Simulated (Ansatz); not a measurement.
# What Be4P2O (built on the sites of a database entry of Ca4Sb2O) distorts into, part 2 of 3

Which phase does Be4P2O (built on the sites of a database entry of Ca4Sb2O) fall into along its unstable mode, and how much energy does it gain?

Ansatz 0.2.0; DFT PBEsol, scalar-relativistic, plane waves, PAW.

So far. Step 4 (The mode frozen in, largest atomic shift 0.45 Å): The run ends at a pressure of 2.46 GPa, with forces up to 0.53 eV/Å. Step 5 (Energy along the mode, all amplitudes (two of the runs …): The lowest of the steps tried is at 0.45 Å, 52.2 meV/atom below the parent; the bottom of the well need not coincide with a step.

The structure was built from a prototype and need not be the compound's stable phase.

## (6) Relaxing from the distorted cell

Starting from the lowest point found, all atoms and the cell are let go, so that strain and other modes of the same symmetry can join in.

The input, input.yaml:

```yaml
crystal:
  lattice:
    - [-1.7913590676, 1.7913590676, 5.4716745197]
    - [1.7913590676, -1.7913590676, 5.4716745197]
    - [1.7913590676, 1.7913590676, -5.4716745197]
  atoms:
    - { symbol: Be, position: [0.5, -0.0073506974, 0.4926493026] }
    - { symbol: Be, position: [0.0, 0.5374629746, 0.5374629746] }
    - { symbol: Be, position: [0.343050778, 0.2174478188, -0.1256029593] }
    - { symbol: Be, position: [0.656949222, 0.5313462627, -0.1256029593] }
    - { symbol: P, position: [0.1462780517, 0.1692930964, 0.0230150447] }
    - { symbol: P, position: [0.8537219483, 0.8767369931, 0.0230150447] }
    - { symbol: O, position: [0.5, 0.5354279231, 0.0354279231] }
kpoints:
  mp_grid: { grid: [16, 16, 16] }
hamiltonian:
  xc: pbesol
scf:
  occupations: { method: methfessel_paxton, width: 0.2 }
output:
  forces: true
  stress: true
  eigenvalues: true
relax:
  adjacent_minimum: "off"
  f_tol: 0.002
  max_steps: 120
  cell: { stress_tol: 0.03 }
```

The run is started by

```bash
> ansatz run input.yaml --threads 8 --pin off --max-ram 14336MiB --backend cpu --events-out ev --progress --plain --runs-dir out
```

Numbers of over 12 decimals in the logs are rounded to 6 here.

Log:

```text
[...]
Crystal: 7 atoms, lattice volume = 70.234 Å³
Basis set: ecut = 420 eV, 1355 PW (Γ), FFT grids on a1+a3, a2+a3, a3, exchange–correlation on 48×48×90 points (8 copies of the dense FFT grid, shifted against one another)
Bands: 19, of which v1, the nominal top of the filled ones, is band 12 counted from 1 (11 counted from 0)
Symmetry: 4 space group operations
[...]
k-points: 621 of 4096 (time reversal used)
[...]
SCF iter   1: F=—  HF=-2403.922642 eV  |F-HF|=—  |Δ(HF+E_count)|=         —  Δρ=9.15e-3  dr2=4.95e-2  ethr=1.77e-3  ⟨swp⟩=5.8  Hψ=66554  notcnv=0
[...]
SCF iter   6: F=-2403.909887 eV  HF=-2403.909887 eV  |F-HF|=3.41e-8  |Δ(HF+E_count)|=   2.12e-7  S|Δr|=    0.00e0  Δρ=8.11e-6  dr2=7.10e-8  ethr=4.17e-10  ⟨swp⟩=9.2  Hψ=62673  notcnv=0
SCF 1 converged in 6 iterations: F = -2403.909887 eV  dr2 = 7.10e-8
[...]
relax step   1: F+E_penalty+E_count = -2403.90988691 eV  Δ(F+E_penalty+E_count) = +0.000e0 eV  max|allowed force component| = 5.251e-1 eV/Å  Δτ_max = 0.0000 Å  P = +2.457 GPa  Ω = 70.234 Å³  (6 SCF iters, dr2 threshold 1.00e-7 eV, accepted)
Crystal: 7 atoms, lattice volume = 71.247 Å³
Basis set: ecut = 420 eV, 1387 PW (Γ), FFT grids on a1+a3, a2+a3, a3, exchange–correlation on 48×48×90 points (8 copies of the dense FFT grid, shifted against one another)
[...]
iter 1 solved again at ethr=7.64e-5 eV; its pass at ethr=3.10e-3 eV (dr2=1.83e-2 eV) is discarded
[...]
SCF iter   6: F=-2404.107563 eV  HF=-2404.107563 eV  |F-HF|=1.31e-8  |Δ(HF+E_count)|=   3.07e-7  S|Δr|=    0.00e0  Δρ=8.53e-6  dr2=6.45e-8  ethr=2.92e-9  ⟨swp⟩=5.3  Hψ=53616  notcnv=0
SCF 2 converged in 6 iterations: F = -2404.107563 eV  dr2 = 6.45e-8
[...]
relax step   2: F+E_penalty+E_count = -2404.10756342 eV  Δ(F+E_penalty+E_count) = -1.977e-1 eV  max|allowed force component| = 4.806e-1 eV/Å  Δτ_max = 0.0386 Å  P = +0.889 GPa  Ω = 71.247 Å³  energy of the carried Pulay correction = -1.262e-3 eV  (6 SCF iters, dr2 threshold 7.00e-7 eV, accepted)
Crystal: 7 atoms, lattice volume = 71.852 Å³
Basis set: ecut = 420 eV, 1415 PW (Γ), FFT grids on a1+a3, a2+a3, a3, exchange–correlation on 48×48×90 points (8 copies of the dense FFT grid, shifted against one another)
[...]
SCF iter   6: F=-2404.391931 eV  HF=-2404.391931 eV  |F-HF|=1.45e-8  |Δ(HF+E_count)|=   2.08e-7  S|Δr|=    0.00e0  Δρ=1.33e-5  dr2=1.57e-7  ethr=2.92e-9  ⟨swp⟩=6.0  Hψ=57078  notcnv=0
SCF 3 converged in 6 iterations: F = -2404.391931 eV  dr2 = 1.57e-7
[...]
relax step   3: F+E_penalty+E_count = -2404.39193117 eV  Δ(F+E_penalty+E_count) = -2.844e-1 eV  max|allowed force component| = 3.912e-1 eV/Å  Δτ_max = 0.0873 Å  P = +1.013 GPa  Ω = 71.852 Å³  energy of the carried Pulay correction = -2.006e-3 eV  (6 SCF iters, dr2 threshold 7.00e-7 eV, accepted)
[... from here on, the SCF cycles and remarks between the steps are left out ...]
relax step   4: F+E_penalty+E_count = -2404.60735751 eV  Δ(F+E_penalty+E_count) = -2.154e-1 eV  max|allowed force component| = 3.333e-1 eV/Å  Δτ_max = 0.0925 Å  P = +0.523 GPa  Ω = 72.932 Å³  energy of the carried Pulay correction = -3.320e-3 eV  (6 SCF iters, dr2 threshold 7.00e-7 eV, accepted)
relax step   5: F+E_penalty+E_count = -2404.75112524 eV  Δ(F+E_penalty+E_count) = -1.438e-1 eV  max|allowed force component| = 1.428e-1 eV/Å  Δτ_max = 0.1385 Å  P = +0.343 GPa  Ω = 73.484 Å³  energy of the carried Pulay correction = -3.984e-3 eV  (6 SCF iters, dr2 threshold 7.00e-7 eV, accepted)
relax step   6: F+E_penalty+E_count = -2404.77156161 eV  Δ(F+E_penalty+E_count) = -2.044e-2 eV  max|allowed force component| = 2.306e-1 eV/Å  Δτ_max = 0.0626 Å  P = -0.447 GPa  Ω = 74.021 Å³  energy of the carried Pulay correction = -4.625e-3 eV  (6 SCF iters, dr2 threshold 7.00e-7 eV, accepted)
relax step   7: F+E_penalty+E_count = -2404.77743888 eV  Δ(F+E_penalty+E_count) = -5.877e-3 eV  max|allowed force component| = 2.545e-2 eV/Å  Δτ_max = 0.0130 Å  P = +0.052 GPa  Ω = 73.804 Å³  energy of the carried Pulay correction = -4.367e-3 eV  (5 SCF iters, dr2 threshold 7.00e-7 eV, accepted)
relax step   8: F+E_penalty+E_count = -2404.77746432 eV  Δ(F+E_penalty+E_count) = -2.544e-5 eV  max|allowed force component| = 1.427e-2 eV/Å  Δτ_max = 0.0036 Å  P = -0.041 GPa  Ω = 73.823 Å³  energy of the carried Pulay correction = -4.389e-3 eV  (5 SCF iters, dr2 threshold 4.57e-8 eV, accepted)
relax step   9: F+E_penalty+E_count = -2404.77753289 eV  Δ(F+E_penalty+E_count) = -6.857e-5 eV  max|allowed force component| = 4.366e-3 eV/Å  Δτ_max = 0.0009 Å  P = +0.013 GPa  Ω = 73.799 Å³  energy of the carried Pulay correction = -4.361e-3 eV  (4 SCF iters, dr2 threshold 4.41e-8 eV, accepted)
relax step  10: F+E_penalty+E_count = -2404.77752641 eV  Δ(F+E_penalty+E_count) = +6.480e-6 eV  max|allowed force component| = 5.323e-4 eV/Å  Δτ_max = 0.0004 Å  P = +0.001 GPa  Ω = 73.809 Å³  energy of the carried Pulay correction = -4.373e-3 eV  (4 SCF iters, dr2 threshold 5.51e-9 eV, accepted)
relax step  11: F+E_penalty+E_count = -2404.86292228 eV  Δ(F+E_penalty+E_count) = -8.540e-2 eV  max|allowed force component| = 5.162e-2 eV/Å  Δτ_max = 0.0000 Å  P = +1.169 GPa  Ω = 73.809 Å³  stress off target by 3.10e0 GPa  SCF on the basis re-selected at this cell (its energy is not comparable with the rows above)  (7 SCF iters)
relax step  12: F+E_penalty+E_count = -2404.87842984 eV  Δ(F+E_penalty+E_count) = -1.551e-2 eV  max|allowed force component| = 8.904e-2 eV/Å  Δτ_max = 0.0182 Å  P = +0.490 GPa  Ω = 74.338 Å³  energy of the carried Pulay correction = -6.713e-4 eV  (5 SCF iters, dr2 threshold 7.00e-7 eV, accepted)
relax step  13: F+E_penalty+E_count = -2404.87993232 eV  Δ(F+E_penalty+E_count) = -1.502e-3 eV  max|allowed force component| = 6.658e-2 eV/Å  Δτ_max = 0.0107 Å  P = -0.098 GPa  Ω = 74.737 Å³  energy of the carried Pulay correction = -1.190e-3 eV  (5 SCF iters, dr2 threshold 7.00e-7 eV, accepted)
relax step  14: F+E_penalty+E_count = -2404.88036828 eV  Δ(F+E_penalty+E_count) = -4.360e-4 eV  max|allowed force component| = 9.580e-3 eV/Å  Δτ_max = 0.0036 Å  P = -0.001 GPa  Ω = 74.693 Å³  energy of the carried Pulay correction = -1.130e-3 eV  (5 SCF iters, dr2 threshold 2.77e-7 eV, accepted)
relax step  15: F+E_penalty+E_count = -2404.88037752 eV  Δ(F+E_penalty+E_count) = -9.239e-6 eV  max|allowed force component| = 6.395e-3 eV/Å  Δτ_max = 0.0008 Å  P = +0.008 GPa  Ω = 74.688 Å³  energy of the carried Pulay correction = -1.124e-3 eV  (4 SCF iters, dr2 threshold 5.74e-9 eV, accepted)
relax step  16: F+E_penalty+E_count = -2404.88037610 eV  Δ(F+E_penalty+E_count) = +1.412e-6 eV  max|allowed force component| = 5.514e-5 eV/Å  Δτ_max = 0.0003 Å  P = +0.001 GPa  Ω = 74.691 Å³  energy of the carried Pulay correction = -1.128e-3 eV  (4 SCF iters, dr2 threshold 2.56e-9 eV, accepted)
relax step  17: F+E_penalty+E_count = -2404.88213415 eV  Δ(F+E_penalty+E_count) = -1.758e-3 eV  max|allowed force component| = 2.348e-4 eV/Å  Δτ_max = 0.0000 Å  P = +0.019 GPa  Ω = 74.691 Å³  stress off target by 9.67e-2 GPa  SCF on the basis re-selected at this cell (its energy is not comparable with the rows above)  (6 SCF iters)
relax step  18: F+E_penalty+E_count = -2404.88213227 eV  Δ(F+E_penalty+E_count) = +1.875e-6 eV  max|allowed force component| = 4.528e-4 eV/Å  Δτ_max = 0.0008 Å  P = -0.006 GPa  Ω = 74.713 Å³  energy of the carried Pulay correction = -2.604e-5 eV  (4 SCF iters, dr2 threshold 2.34e-8 eV, accepted)
relax step  19: F+E_penalty+E_count = -2404.88213561 eV  Δ(F+E_penalty+E_count) = -3.339e-6 eV  max|allowed force component| = 2.012e-3 eV/Å  Δτ_max = 0.0003 Å  P = +0.001 GPa  Ω = 74.710 Å³  energy of the carried Pulay correction = -2.386e-5 eV  (5 SCF iters, dr2 threshold 2.59e-9 eV, accepted)
relax step  20: F+E_penalty+E_count = -2404.88213686 eV  Δ(F+E_penalty+E_count) = -1.254e-6 eV  max|allowed force component| = 3.077e-4 eV/Å  Δτ_max = 0.0001 Å  P = +0.000 GPa  Ω = 74.710 Å³  energy of the carried Pulay correction = -2.340e-5 eV  (4 SCF iters, dr2 threshold 2.53e-10 eV, accepted)
[...]
SCF iter   4: F=-2404.882160 eV  HF=-2404.882160 eV  |F-HF|=2.27e-12  |Δ(HF+E_count)|=   7.67e-9  S|Δr|=    0.00e0  Δρ=6.80e-8  dr2=4.24e-12  ethr=1.00e-12  ⟨swp⟩=5.4  Hψ=64261  notcnv=0
SCF 21 converged in 4 iterations: F = -2404.882160 eV  dr2 = 4.24e-12
relax step  21: F+E_penalty+E_count = -2404.88216010 eV  Δ(F+E_penalty+E_count) = -2.323e-5 eV  max|allowed force component| = 3.139e-4 eV/Å  Δτ_max = 0.0000 Å  P = +0.000 GPa  Ω = 74.710 Å³  stress off target by 2.85e-3 GPa  SCF on the basis re-selected at this cell (its energy is not comparable with the rows above)  (4 SCF iters)
[...]
SCF converged after 4 iterations
[...]
Free energy (F): -2404.882160 eV
[...]
Internal energy: -2404.882502 eV  (E = F + TS)
E sigma→0 (E₀):  -2404.882245 eV
Entropy (-TS):   0.000341 eV (0.049 meV/atom)
Fermi energy:    8.398216 eV
[...]
--- Forces (eV/Å), atoms counted from 1 ---
  atom   1  Be    -0.00031382     0.00000000     0.00000000
  atom   2  Be    -0.00005464     0.00000000     0.00000000
  atom   3  Be     0.00002724     0.00000000     0.00011789
  atom   4  Be     0.00002724     0.00000000    -0.00011789
  atom   5  P      0.00008048     0.00000000     0.00009414
  atom   6  P      0.00008048     0.00000000    -0.00009414
  atom   7  O      0.00015379     0.00000000     0.00000000
  max |Σ_I F_I| component: 7.88e-7 eV/Å
--- Stress (GPa, compression-positive) ---
        0.002854       0.000000       0.000000
        0.000000      -0.000962       0.000000
        0.000000       0.000000      -0.000772
  P = ⅓ Tr σ = 0.0004 GPa (0.004 kbar)
--- Band table (eV; the first three rows and the last of 621) ---
  k-point 0: bands = [... 8 lower, 6.5385, 6.5756, 6.9575, 6.9812, 9.3391, 10.0527, 11.6401, 12.0796, ... 3 higher]
  k-point 1: bands = [... 8 lower, 6.2210, 6.2347, 6.7891, 7.0425, 9.4955, 10.4870, 11.8401, 12.2781, ... 3 higher]
  k-point 2: bands = [... 8 lower, 5.4673, 5.5671, 6.4510, 7.1910, 9.9543, 11.4034, 11.8772, 12.9446, ... 3 higher]
  k-point 620: bands = [... 8 lower, 5.2870, 6.0066, 6.8123, 8.2305, 8.5340, 10.4775, 11.1834, 11.3526, ... 3 higher]
--- Relaxed structure (18 steps of the walk, 18 accepted, 3 SCFs on fresh bases) ---
  F+E_penalty+E_count = -2404.88216010 eV   max|allowed force component| = 3.139e-4 eV/Å   (the final SCF, on the basis selected at the relaxed cell)
  cell:  # Å, volume = 74.7099 Å³
    - [-2.226403, 1.709159, 4.908311]
    - [2.226403, -1.709159, 4.908311]
    - [2.226403, 1.709159, -4.908311]
  atoms:
    - { symbol: Be, position: [0.5, -0.061597, 0.438403] }
    - { symbol: Be, position: [0, 0.661700, 0.661700] }
    - { symbol: Be, position: [0.354765, 0.187418, -0.167348] }
    - { symbol: Be, position: [0.645235, 0.477887, -0.167348] }
    - { symbol: P, position: [0.155637, 0.179409, 0.023772] }
    - { symbol: P, position: [0.844363, 0.868135, 0.023772] }
    - { symbol: O, position: [0.500000, 0.547413, 0.047413] }
```

Wall time 5.8 min (8 threads of Intel Xeon Platinum 8259CL at 2.50GHz (Skylake/Cascade Lake), shared host); peak memory 1.2 GiB; 44 min of CPU time.

Relaxation path:

```tsv
step	energy less that of the first step (eV)	largest force component (eV/Å)	pressure (GPa)	volume (Å³)
1	0.0000	0.5251	2.46	70.23
2	-0.1977	0.4806	0.89	71.25
3	-0.4820	0.3912	1.01	71.85
4	-0.6975	0.3333	0.52	72.93
5	-0.8412	0.1428	0.34	73.48
6	-0.8617	0.2306	-0.45	74.02
7	-0.8676	0.0255	0.05	73.80
8	-0.8676	0.0143	-0.04	73.82
9	-0.8676	0.0044	0.01	73.80
10	-0.8676	0.0005	0.00	73.81
11*	-0.9530	0.0516	1.17	73.81
12	-0.9685	0.0890	0.49	74.34
13	-0.9700	0.0666	-0.10	74.74
14	-0.9705	0.0096	0.00	74.69
15	-0.9705	0.0064	0.01	74.69
16	-0.9705	0.0001	0.00	74.69
17*	-0.9722	0.0002	0.02	74.69
18	-0.9722	0.0005	-0.01	74.71
19	-0.9722	0.0020	0.00	74.71
20	-0.9723	0.0003	0.00	74.71
21*	-0.9723	0.0003	0.00	74.71
```

Relaxation steps marked * repeat the geometry before them on a plane-wave basis chosen anew for their cell, so energy and pressure can jump there.

Forces are held to the 4 operations that the run works with; a distortion that breaks them can't arise in this run.

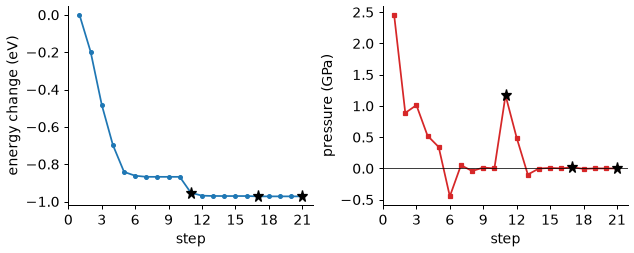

Energy and pressure along the relaxation. Stars mark steps on a basis chosen anew.

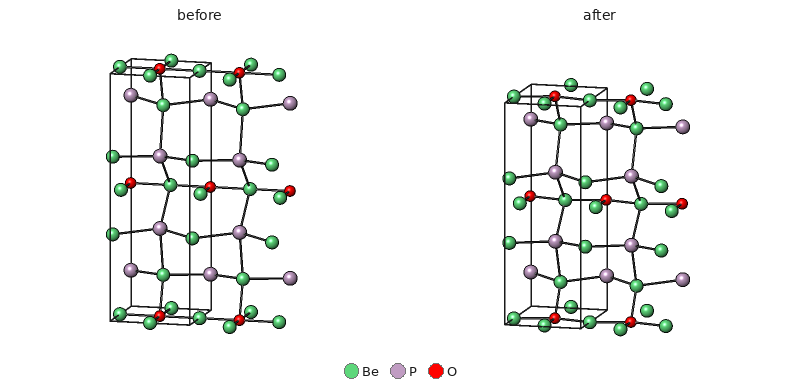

The structure before and after the relaxation, drawn at the same scale. Bonds to atoms that aren't drawn are left out.

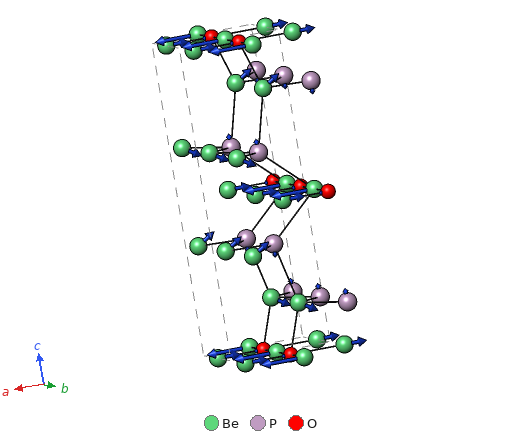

Displacements in the relaxation, exaggerated, measured against the changing cell; the longest in the cell stands for 0.55 Å. 1×2×1 conventional cells are drawn. Some periodic images of atoms are drawn too.

```tsv
cell as run	before	after	change
a (Å)	6.030	5.654	-6.2 %
b (Å)	6.030	5.654	-6.2 %
c (Å)	6.030	5.654	-6.2 %
α (°)	145.43	133.62	-8.1 %
β (°)	145.43	144.81	-0.4 %
γ (°)	49.69	59.53	+19.8 %
volume (Å³/atom)	10.03	10.67	+6.4 %
```

The atoms that moved most (Å, as changes of fractional coordinates times the final cell):

```tsv
atom	dx	dy	dz	length
Be2	0.553	0.000	0.000	0.553
Be1	-0.242	0.000	0.000	0.242
Be4	-0.186	0.000	-0.115	0.219
Be3	-0.186	0.000	0.115	0.219
P5	0.003	0.000	0.092	0.092
P6	0.003	0.000	-0.092	0.092
O7	0.053	0.000	0.000	0.053
```

Numbers from this step:

- pressure: 3.73e-4 GPa
- volume per atom: 10.67 Å³
- gap on the k-mesh: 0 eV

The distorted start has space group Imm2; the relaxation ends in Imm2.

## (7) The new phase in its own primitive cell

The relaxed structure is symmetrised, reduced to its primitive cell and relaxed tightly, as its phonons need.

The input, input.yaml:

```yaml
crystal:
  lattice:
    - [-1.7091588496, 4.9083105748, 2.226402805]
    - [1.7091588496, -4.9083105748, 2.226402805]
    - [1.7091588496, 4.9083105748, -2.226402805]
  atoms:
    - { symbol: Be, position: [0.0615974231, 0.5615974231, 0.5] }
    - { symbol: Be, position: [0.3383004698, 0.3383004698, 0.0] }
    - { symbol: Be, position: [0.5221130374, 0.1673476767, 0.3547653606] }
    - { symbol: Be, position: [0.8125823161, 0.1673476767, 0.6452346394] }
    - { symbol: P, position: [0.1318647401, 0.9762278417, 0.1556368984] }
    - { symbol: P, position: [0.8205909433, 0.9762278417, 0.8443631016] }
    - { symbol: O, position: [0.452586699, 0.952586699, 0.5] }
kpoints:
  mp_grid: { grid: [14, 14, 14] }
hamiltonian:
  xc: pbesol
scf:
  occupations: { method: methfessel_paxton, width: 0.2 }
output:
  forces: true
  stress: true
  eigenvalues: true
relax:
  adjacent_minimum: "off"
  f_tol: 0.001
  max_steps: 60
  cell: { stress_tol: 0.01 }
```

Log:

```text
[...]
Crystal: 7 atoms, lattice volume = 74.710 Å³
Basis set: ecut = 420 eV, 1463 PW (Γ), FFT grids on a1+a2, a2+a3, a3, exchange–correlation on 60×48×80 points (8 copies of the dense FFT grid, shifted against one another)
Bands: 19, of which v1, the nominal top of the filled ones, is band 12 counted from 1 (11 counted from 0)
Symmetry: 4 space group operations
[...]
- [1.709151, 4.908152, -2.226498]
  atoms:
    - { symbol: Be, position: [0.061609, 0.561609, 0.500000] }
    - { symbol: Be, position: [0.338298, 0.338298, 0.0] }
    - { symbol: Be, position: [0.522113, 0.167345, 0.354769] }
    - { symbol: Be, position: [0.812576, 0.167345, 0.645231] }
    - { symbol: P, position: [0.131868, 0.976230, 0.155638] }
    - { symbol: P, position: [0.820592, 0.976230, 0.844362] }
    - { symbol: O, position: [0.452579, 0.952579, 0.500000] }
[key lines of the parts left out:]
SCF converged after 5 iterations
Free energy (F): -2404.882230 eV
Fermi energy:    8.408920 eV
P = ⅓ Tr σ = -0.0010 GPa (-0.010 kbar)
```

Elapsed: 37 s, on 8 threads; peak memory 0.98 GiB.

[end of part 2 of 3]

[Logs are printed without paths, hosts, clocks, repeated set-up lines and the standing remarks that a program may print on its own settings, such as how far it seeks lower states.]

[Hosts, paths, dates, database ids (printed as entryN), source tags and the programs' standing remarks are cut or masked in the printed files.]
